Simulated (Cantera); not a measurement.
Charge: 1 mol SiCl4, 1 mol NO, 110 mol N2, at 1298.15 K.

Equilibrium computed with Cantera from the NASA thermochemical tables; the gas is ideal and each condensed phase is pure. Candidate condensed phases: Si, SiO2, Si2N2O, Si3N4; 23 gas species. The tables' values for SiCl3 are old estimates; treat these amounts as uncertain. The tables hold silica as quartz up to 1696 K and as liquid above; real silica turns to tridymite and cristobalite and melts near 1996 K. Rates play no part.

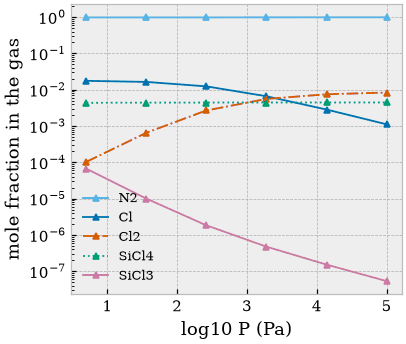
Figure. Equilibrium gas composition (values under 1e-9 drawn at 1e-9)

Problem. Read off the mole fractions at 36.0 Pa.

Solution. N2 about 0.98, Cl about 0.016, SiCl4 about 0.0044, Cl2 about 0.00065, SiCl3 about 1.0e-5.
